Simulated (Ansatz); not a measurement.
# C$_{8}$H$_{14}$O$_{2}$ (SMILES CC(=O)OC1CCCCC1): what the fields show

```yaml
atoms:
  - { symbol: C, position_ang: [-0.6334, 1.0713, -3.6601] }
  - { symbol: C, position_ang: [0.0615, 0.3685, -2.5334] }
  - { symbol: O, position_ang: [1.1129, -0.2078, -2.6221] }
  - { symbol: O, position_ang: [-0.6497, 0.4604, -1.4027] }
  - { symbol: C, position_ang: [-0.0991, -0.1773, -0.2379] }
  - { symbol: C, position_ang: [-1.2369, -0.4575, 0.7158] }
  - { symbol: C, position_ang: [-0.7338, -1.2959, 1.8969] }
  - { symbol: C, position_ang: [0.7211, -0.9711, 2.2623] }
  - { symbol: C, position_ang: [1.0527, 0.4741, 1.9225] }
  - { symbol: C, position_ang: [0.9608, 0.7116, 0.4113] }
  - { symbol: H, position_ang: [-1.6183, 0.6291, -3.8217] }
  - { symbol: H, position_ang: [-0.0352, 0.9905, -4.5640] }
  - { symbol: H, position_ang: [-0.7871, 2.1213, -3.4044] }
  - { symbol: H, position_ang: [0.3529, -1.1172, -0.5662] }
  - { symbol: H, position_ang: [-1.6441, 0.4971, 1.0648] }
  - { symbol: H, position_ang: [-2.0456, -0.9712, 0.1915] }
  - { symbol: H, position_ang: [-1.3829, -1.1183, 2.7586] }
  - { symbol: H, position_ang: [-0.8228, -2.3598, 1.6600] }
  - { symbol: H, position_ang: [1.4017, -1.6288, 1.7105] }
  - { symbol: H, position_ang: [0.8964, -1.1720, 3.3221] }
  - { symbol: H, position_ang: [0.3533, 1.1321, 2.4495] }
  - { symbol: H, position_ang: [2.0501, 0.7398, 2.2804] }
  - { symbol: H, position_ang: [1.9230, 0.5266, -0.0706] }
  - { symbol: H, position_ang: [0.6973, 1.7543, 0.2102] }
```

Geometry: PBE0-D4/def2-TZVP.

Computed with RKS PBE0-D4/def2-TZVPP (Ansatz 0.2.0).

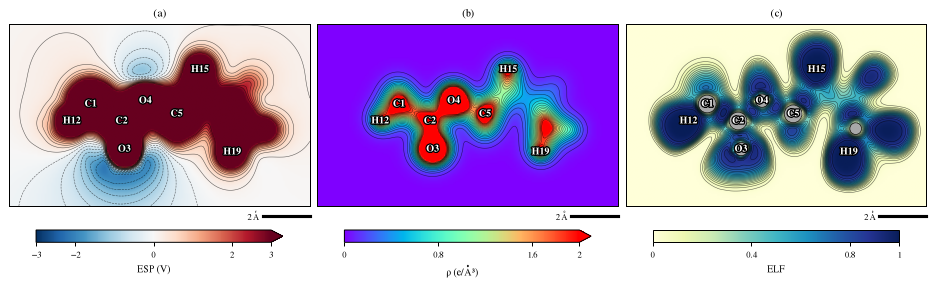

Figure 1. (a) electrostatic potential; (b) total electron density; (c) electron localisation function on the plane of atoms C1, C2 and O3. Grey discs cover the atomic cores in the ELF map.

Describe what can be read from this map.

Answer. The plane passes through C, O and H nuclei.
C–O (1.20 Å): ρ is about 3.4 e/Å³ halfway; the ELF peaks at about 0.85 between the atoms; a multiple bond.
C–C (1.50 Å): the density is about 1.8 e/Å³ at the midpoint; the ELF peaks at about 0.95 between the atoms: localised, covalent bonding.
C–H (1.09 Å): ρ is about 2 e/Å³ halfway; the ELF climbs to about 1 towards the hydrogen, as it does in any bond to H (a covalent bond by its length).
C–O (1.34 Å): the density is about 2.5 e/Å³ at the midpoint; the ELF peaks at about 0.85 between the atoms; a polar covalent bond.
The ELF also peaks beside O4, away from the bonds: lone-pair regions.
Outside the dense part of the molecule the potential is most negative (−2.1 V) near O3.

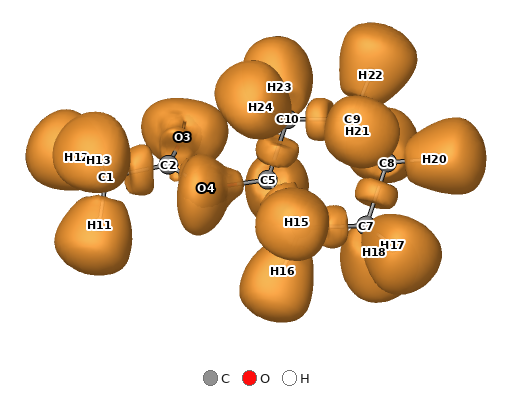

Figure 2. Isosurface of the ELF at 0.75 (orange), seen across its widest extent. Only the valence region is drawn (cores and ρ < 0.01 e/Å³ removed).

Where are the electrons localised?

Answer. At this value the surface marks out seven regions between bonded C–C atoms (shared pairs), 14 regions around hydrogen nuclei and two regions on O in which the atom's valence shell and bonds are merged.

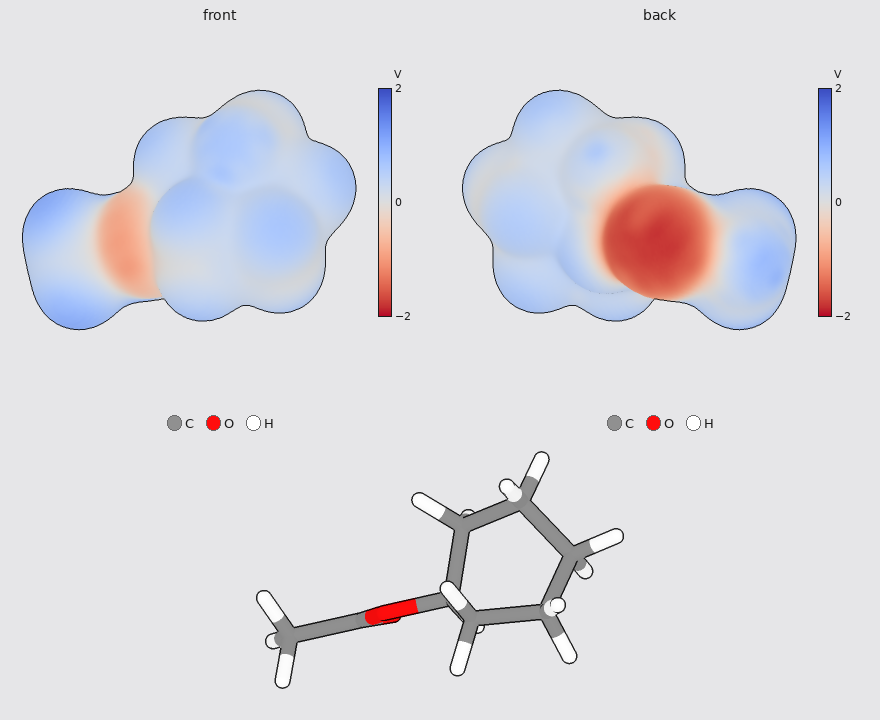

Figure 3. The electrostatic potential painted on the density surface at 0.002 e/bohr³, seen from the front and from behind; red is negative and blue positive. The bare structure is drawn below in the same view.

Where is the surface potential most negative and most positive?

Answer. The most negative region (about −1.8 V) lies over O3, the most positive (about +0.9 V) over H11 and H13. O3 is the likeliest acceptor of a hydrogen bond.

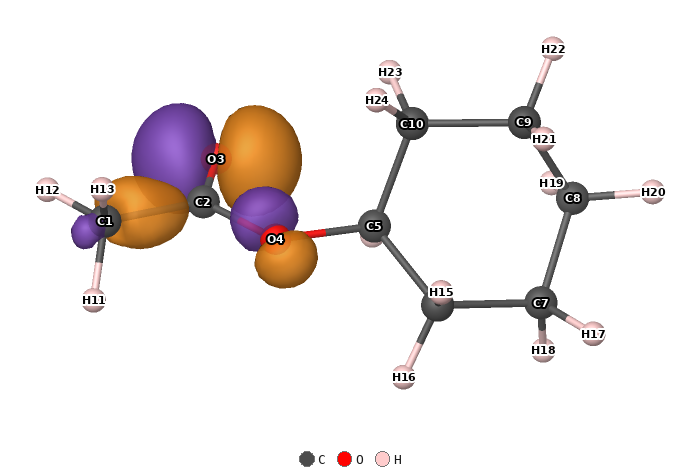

Figure 4. The HOMO at ±0.2 Å⁻³ᐟ² (orange and purple are the two phases), seen across its widest extent.

Describe this orbital and give its energy.

Answer. It lies mainly on O3 (about 60 %), O4 (about 10 %), C2 (about 10 %) and C1 (about 10 %). Its energy is −7.78 eV.
